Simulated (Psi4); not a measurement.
**One shape, several levels: C3H8O2 (dimethoxymethane)**

Aim: a comparison of 3 runs (B3LYP/cc-pVDZ, BHLYP/cc-pVDZ, M06-2X/cc-pVDZ) of C3H8O2 (dimethoxymethane). 

The calculation is run with Psi4 1.11.

1 further run of the same task is left out (set aside as unsound or not needed).

**1. The structure to begin with**

The species is C3H8O2 (13 atoms), meant as a singlet with charge 0. As SMILES, `COCOC`. The C3–H10 distance was set to 2.415 Å, away from the relaxed value. At this shape a bond of the SMILES string is far longer than usual.

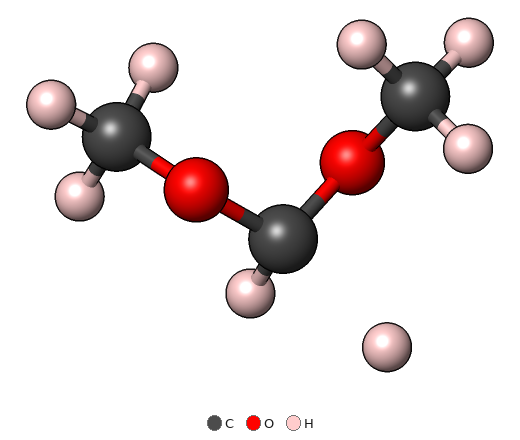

The structure, seen from a chosen angle (carbon dark grey, oxygen red, hydrogen pink).

**2. A single-point energy at B3LYP/cc-pVDZ (run 1)**

input.dat

```
memory 1600 MB

molecule mol {
  0 1
  C     -4.30502099    -2.24939203     2.46435593
  O     -1.87369936    -1.24027828     2.06732448
  C     -0.83586177    -1.91963482    -0.25155845
  O     -2.07797875    -0.87556114    -2.32118650
  C     -1.80907072     1.76816571    -2.48181322
  H     -4.90066266    -1.67510426     4.34992466
  H     -4.27308462    -4.32223261     2.36684607
  H     -5.66392305    -1.54471316     1.07332853
  H     -0.92959219    -3.97301123    -0.52953716
  H      3.50770963    -0.53025715    -0.09316350
  H     -2.77396488     2.37401191    -4.19692865
  H      0.19196027     2.30428101    -2.60577926
  H     -2.64810912     2.72417816    -0.85079061
  units au
  symmetry c1
  no_reorient
  no_com
}

set basis cc-pVDZ
set puream true
set e_convergence 1e-09
set d_convergence 1e-08
set scf_type pk
set dft_radial_points 99
set dft_spherical_points 590

energy_value, wavefunction = energy('b3lyp', return_wfn=True)
oeprop(wavefunction, 'LOWDIN_CHARGES', 'QUADRUPOLE', 'WIBERG_LOWDIN_INDICES', title='B3LYP')
```

Launch:

```console
$ psi4 input.dat output.dat -n 1
```

output.dat:

```text
[...]
  Running in c1 symmetry.
[...]
  Nuclear repulsion =  195.453959230961544
[...]
  Multiplicity = 1
[...]
  Nalpha       = 21
  Nbeta        = 21
[...]
    Number of basis functions: 110
[...]
   @RKS iter   1:  -269.00179397955191   -3.15493e-01   7.36315e-03 ADIIS/DIIS
[...]
   @RKS iter  14:  -269.40533444816128   -1.02318e-12   9.64674e-10 DIIS
[...]
    Orbital Energies [Eh]
    ---------------------
    Doubly Occupied:
       1A    -19.193782     2A    -19.172051     3A    -10.331702
       4A    -10.247548     5A    -10.239957     6A     -1.104592
       7A     -1.043901     8A     -0.747727     9A     -0.709814
      10A     -0.613500    11A     -0.528253    12A     -0.525388
      13A     -0.489399    14A     -0.453419    15A     -0.446274
      16A     -0.426849    17A     -0.378461    18A     -0.363439
      19A     -0.307191    20A     -0.293964    21A     -0.233996
[...]
  @RKS Final Energy:  -269.40533444816128
   => Energetics <=
    Nuclear Repulsion Energy =            195.4539592309615443
    One-Electron Energy =                -752.9222184817967900
    Two-Electron Energy =                 317.4193957383178031
    DFT Exchange-Correlation Energy =     -29.3564709356438982
    Empirical Dispersion Energy =           0.0000000000000000
    VV10 Nonlocal Energy =                  0.0000000000000000
    Total Energy =                       -269.4053344481612839
[...]
 Multipole Moments:
 ------------------------------------------------------------------------------------
     Multipole            Electronic (a.u.)      Nuclear  (a.u.)        Total (a.u.)
 ------------------------------------------------------------------------------------
 L = 1.  Multiply by 2.5417464519 to convert [e a0] to [Debye]
 Dipole X            :         89.6694097          -90.8028124           -1.1334027
 Dipole Y            :         35.9405751          -35.9747295           -0.0341545
 Dipole Z            :          4.0777418           -4.1310905           -0.0533487
 Magnitude           :                                                    1.1351715
 L = 2.  Multiply by 1.3450342976 to convert [e a0^2] to [Debye ang]
 Quadrupole XX       :       -322.4241507          299.9257561          -22.4983947
 Quadrupole XY       :       -104.3152413          105.5872021            1.2719607
[...]
```

Wall time 35 s (1 thread of Intel Xeon Platinum 8488C (Sapphire Rapids), shared host); peak memory 0.59 GiB.

**3. Energy and gradient at BHLYP/cc-pVDZ (run 2)**

calc.in

```
memory 1600 MB

molecule system {
  0 1
  C
  O 1 1.408772
  C 2 1.39163 1 113.20389
  O 3 1.391676 2 113.88931 1 67.392
  C 4 1.408785 3 113.2049 2 67.39331
  H 1 1.089638 2 107.15955 3 177.58451
  H 1 1.098243 6 109.02826 2 120.1526
  H 1 1.094533 6 109.31576 7 118.56858
  H 3 1.097633 2 110.85912 1 -51.31553
  H 3 2.4147 9 110.43137 4 -119.8032
  H 5 1.089603 4 107.16446 3 177.56447
  H 5 1.098207 11 109.03057 4 120.15706
  H 5 1.094538 11 109.31407 12 118.57224
  symmetry c1
}

set {
  puream true
  e_convergence 1e-09
  d_convergence 1e-08
  scf_type pk
  dft_radial_points 99
  dft_spherical_points 590
}

E, wfn = gradient('bhhlyp/cc-pVDZ', return_wfn=True)
oeprop(wfn, 'DIPOLE', 'MAYER_INDICES', 'QUADRUPOLE')
```

Launch:

```console
$ psi4 calc.in calc.out -n 1
```

calc.out, shortened:

```text
[...]
  Running in c1 symmetry.
[...]
  Nuclear repulsion =  195.453968564537320
[...]
  Multiplicity = 1
[...]
  Nalpha       = 21
  Nbeta        = 21
[...]
    Number of basis functions: 110
[...]
   @RKS iter   1:  -269.02060918155280   -6.42445e-01   5.33499e-03 ADIIS/DIIS
[...]
   @RKS iter  13:  -269.22941503643870   -8.12861e-12   5.76707e-09 DIIS
[...]
    Orbital Energies [Eh]
    ---------------------
    Doubly Occupied:
       1A    -19.742209     2A    -19.722559     3A    -10.756312
       4A    -10.656794     5A    -10.647081     6A     -1.244565
       7A     -1.179914     8A     -0.849264     9A     -0.809220
      10A     -0.705628    11A     -0.607778    12A     -0.602486
      13A     -0.565778    14A     -0.525788    15A     -0.518278
      16A     -0.495140    17A     -0.447365    18A     -0.428884
      19A     -0.375515    20A     -0.366053    21A     -0.271562
[...]
  @RKS Final Energy:  -269.22941503643870
   => Energetics <=
    Nuclear Repulsion Energy =            195.4539685645373197
    One-Electron Energy =                -752.8119948415021554
    Two-Electron Energy =                 306.9181224532466103
    DFT Exchange-Correlation Energy =     -18.7895112127204484
    Empirical Dispersion Energy =           0.0000000000000000
    VV10 Nonlocal Energy =                  0.0000000000000000
    Total Energy =                       -269.2294150364387519
[...]
  -Total Gradient:
     Atom            X                  Y                   Z
    ------   -----------------  -----------------  -----------------
       1        0.002094842065     0.003561574416     0.006888917473
       2       -0.003932037160     0.021477002814    -0.034847001274
       3       -0.023442229894    -0.005612019026     0.025202658277
       4        0.036921380915    -0.024868115303    -0.031619245655
       5       -0.013401767335    -0.002649451116    -0.001048505709
       6        0.000436310574    -0.000515467304    -0.001767156897
       7       -0.000181558600    -0.000419063917     0.000057112805
       8       -0.000142779728     0.000161552588    -0.001083195368
       9        0.005183321479    -0.000801316858    -0.017339208404
      10       -0.009256226972     0.007463171211     0.051200827405
      11        0.000341473602     0.000764855539     0.001698798714
      12        0.003868025824     0.000832605489     0.002488306666
[...]
```

Run time: 42 s. Hardware: 1 thread of Intel Xeon Platinum 8488C (Sapphire Rapids), shared host; peak memory 0.59 GiB.

**4. Energy and gradient at M06-2X/cc-pVDZ (run 3)**

calc.dat

```
memory 1600 mb

molecule {
  0 1
  C     -2.278119    -1.190327     1.304081
  O     -0.991519    -0.656327     1.093981
  C     -0.442319    -1.015827    -0.133119
  O     -1.099619    -0.463327    -1.228319
  C     -0.957319     0.935673    -1.313319
  H     -2.593319    -0.886427     2.301881
  H     -2.261219    -2.287227     1.252481
  H     -2.997219    -0.817427     0.567981
  H     -0.491919    -2.102427    -0.280219
  H      1.856200    -0.280600    -0.049300
  H     -1.467919     1.256273    -2.220919
  H      0.101581     1.219373    -1.378919
  H     -1.401319     1.441573    -0.450219
  symmetry c1
  no_reorient
  no_com
}

set reference rks
set puream true
set e_convergence 1e-09
set d_convergence 1e-08
set scf_type pk
set dft_radial_points 99
set dft_spherical_points 590

energy_value, wavefunction = gradient("m06-2x/cc-pVDZ", return_wfn=True)
oeprop(wavefunction, "DIPOLE", "MAYER_INDICES", "WIBERG_LOWDIN_INDICES", title="M06-2X")
```

Launch:

```console
$ psi4 -i calc.dat -o calc.out -n 1
```

calc.out, shortened:

```text
[...]
  Running in c1 symmetry.
[...]
  Nuclear repulsion =  195.453959079594597
[...]
  Multiplicity = 1
[...]
  Nalpha       = 21
  Nbeta        = 21
[...]
    Number of basis functions: 110
[...]
   @RKS iter   1:  -269.05666445307503   -5.33576e-01   5.35781e-03 ADIIS/DIIS
[...]
   @RKS iter  13:  -269.27594095127131   -2.27374e-12   3.58077e-09 DIIS
[...]
    Orbital Energies [Eh]
    ---------------------
    Doubly Occupied:
       1A    -19.686655     2A    -19.666353     3A    -10.701670
       4A    -10.607478     5A    -10.598947     6A     -1.225885
       7A     -1.161790     8A     -0.839592     9A     -0.798974
      10A     -0.696788    11A     -0.603735    12A     -0.598171
      13A     -0.564281    14A     -0.522619    15A     -0.514692
      16A     -0.490697    17A     -0.444017    18A     -0.425752
      19A     -0.373448    20A     -0.363581    21A     -0.273641
[...]
  @RKS Final Energy:  -269.27594095127131
   => Energetics <=
    Nuclear Repulsion Energy =            195.4539590795945969
    One-Electron Energy =                -752.7617574737278119
    Two-Electron Energy =                 305.4727171666876870
    DFT Exchange-Correlation Energy =     -17.4408597238257670
    Empirical Dispersion Energy =           0.0000000000000000
    VV10 Nonlocal Energy =                  0.0000000000000000
    Total Energy =                       -269.2759409512713091
[...]
  -Total Gradient:
     Atom            X                  Y                   Z
    ------   -----------------  -----------------  -----------------
       1        0.004583994675     0.005850385150     0.002158913297
       2       -0.032478472775    -0.011753959084     0.019006074676
       3        0.024990510116    -0.013309472570     0.001169904255
       4       -0.037456984179     0.010062971556    -0.026121983587
       5        0.004916015598    -0.011150234655     0.002140530813
       6       -0.000416338588    -0.001679061498    -0.004249205461
       7       -0.000064166060     0.004253267047     0.000102112522
       8        0.002048276978    -0.002203286295     0.003902688730
       9       -0.015939176317     0.002868439268     0.000579679063
      10        0.049500991297     0.014373156189     0.002927389978
      11        0.003274530485    -0.000084358828     0.003764616784
      12       -0.004350268281     0.003351988802    -0.001166262399
[...]
```

Run time: 85 s. Hardware: 1 thread of Intel Xeon Platinum 8488C (Sapphire Rapids), shared host; peak memory 0.61 GiB.

**5. Overview of the runs**

```
run           level      task  energy (Eh)  dipole moment (D)  HOMO energy (eV)  LUMO energy (eV)  wall time
  1   B3LYP/cc-pVDZ    energy  -269.405334               2.89             -6.37             -2.76       35 s
  2   BHLYP/cc-pVDZ  gradient  -269.229415               2.96             -7.39             -1.66       42 s
  3  M06-2X/cc-pVDZ  gradient  -269.275941               2.78             -7.45             -1.73       85 s
```

**6. Summary of results**

```
                       quantity          value
            run 3: total energy  -269.27594 Eh
           run 3: dipole moment         2.78 D
             run 3: HOMO energy       -7.45 eV
             run 3: LUMO energy       -1.73 eV
           run 3: HOMO–LUMO gap        5.72 eV
run 3: largest force on an atom     2.655 eV/Å
```

**Reading.** The dipole moment (its size) runs from 2.78 D (M06-2X/cc-pVDZ) to 2.96 D (BHLYP/cc-pVDZ). The HOMO–LUMO gap runs from 3.61 eV (B3LYP/cc-pVDZ) to 5.73 eV (BHLYP/cc-pVDZ). Totals of different functionals can't be ranked against each other. In runs 1, 2, 3 a closed-shell determinant meets a far-stretched bond, which it describes badly. All runs together took 2.7 min, the longest 85 s.
